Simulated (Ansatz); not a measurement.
## PbSe: pressure series

Base system: PbSe in the rock salt structure (space group Fm-3m, No. 225; a = 6.218 Å).

Cell and atoms are relaxed at each pressure.

Calculations: PBE (Ansatz, a first-principles code, PAW, scalar-relativistic without spin-orbit coupling).

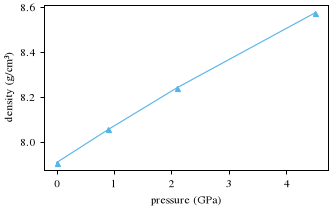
Fig. 1. Density against pressure

```csv
pressure (GPa),density
0.9,8.05 g/cm³
2.1,8.24 g/cm³
4.5,8.57 g/cm³
```

Load acts through the strain it causes; cell and atoms are relaxed under it. Whether these cells are dynamically stable was not tested.
